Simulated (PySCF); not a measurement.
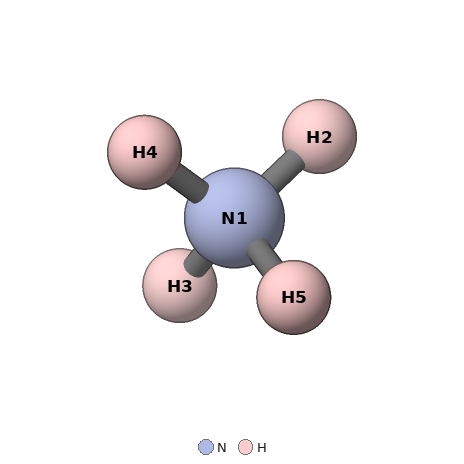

The species has charge +1 and is a spin singlet. The geometry was computed by an optimisation with PBE0-D3(BJ)/def2-TZVP. No frequency run is at hand to confirm it as a minimum. Properties computed with B3LYP/pcJ-2 indirect spin-spin coupling, non-relativistic, gas phase (PySCF 2.14.0). Isotopes: 1H, 15N.

Give the spin–spin coupling constants of these pairs, with the number of bonds between them: N1/H5, N1/H2, N1/H3, N1/H4, H2/H4, H2/H5, H3/H5, H3/H4, H4/H5.

```
  pair  bonds apart  J (Hz)
N1, H5            1   −80.9
N1, H2            1   −80.9
N1, H3            1   −80.9
N1, H4            1   −80.9
H2, H4            2   −12.9
H2, H5            2   −12.9
H3, H5            2   −12.9
H3, H4            2   −12.9
H4, H5            2   −12.9
```
